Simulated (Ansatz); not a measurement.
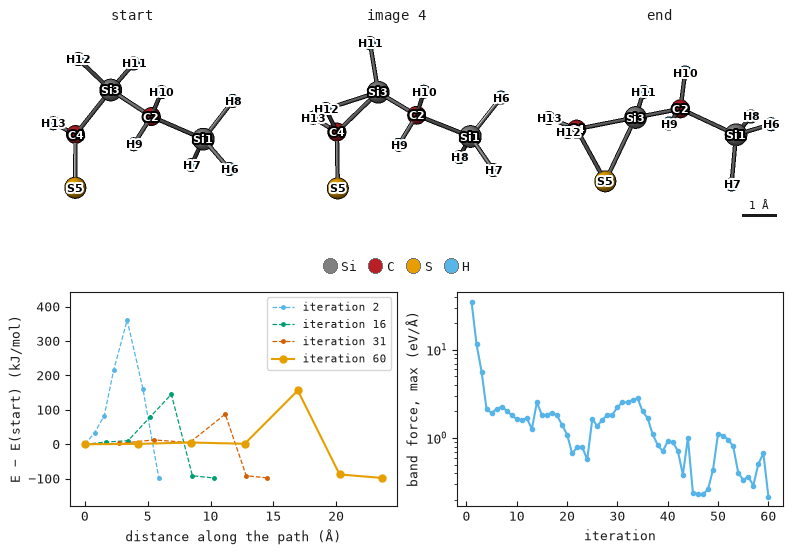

A nudged-elastic-band calculation for C₂H₈SSi₂. Images are numbered from 0 (start) to 6 (end). The plot follows the band through its iterations. A ball-and-stick model, seen at a tilt.

These are results of Ansatz 0.2.0, RKS r2SCAN-D4/6-31G*, not measurements. Run with 5 movable images; climbing image; force threshold 0.05 eV/Å; iteration limit 60; starting path through a guess of the saddle point.

### Did the band converge, and can the barrier be trusted?

The result isn't final. The band hadn't converged when the run stopped after 60 iterations. The largest component of the band force went from 35 to 0.22 eV/Å. The barrier read from it is provisional, though the highest image hardly moved in the last two iterations. The first iteration put the highest image at 951.2 kJ/mol. The highest point, image 4, lies 156.3 kJ/mol above the start and 254.2 kJ/mol above the end; the end is at −97.9 kJ/mol relative to the start.

Cost: 38 min on 2 threads of Intel(R) Xeon(R) Processor @ 2.50GHz (Skylake/Cascade Lake), with other jobs on the host, peak memory 0.2 GiB.
